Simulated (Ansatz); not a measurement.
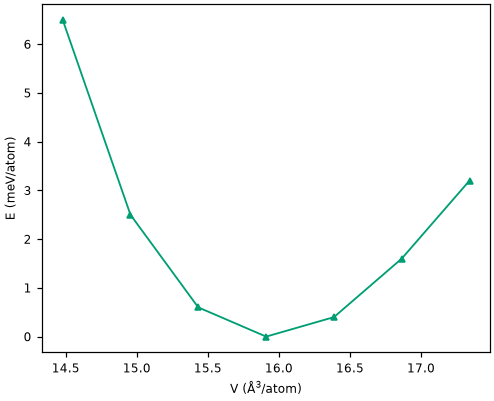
Fig. 1. AlB$_{3}$N$_{3}$ in space group Amm2 (No. 38; Pearson symbol oS28) under volume change, r²SCAN in the plane-wave PAW code Ansatz, shape and atoms relaxed at each volume.

Question: What does a third-order Birch–Murnaghan fit give for V₀, B₀ and B′?

Answer: V₀ = 15.91 Å³/atom, B₀ = 11.3 GPa, B′ = 11.1.

The start of the workflow was typed in or built on a structure type; neither database checked (COD, Materials Project) lists it. Its standing as an ambient phase is unchecked. The r²SCAN relaxation kept the symmetry of its start; whether a distortion lowers the energy is not shown. The volume moved by 105 % from the start of the relaxation.

Potentials: the earlier of the program's two PAW sets.
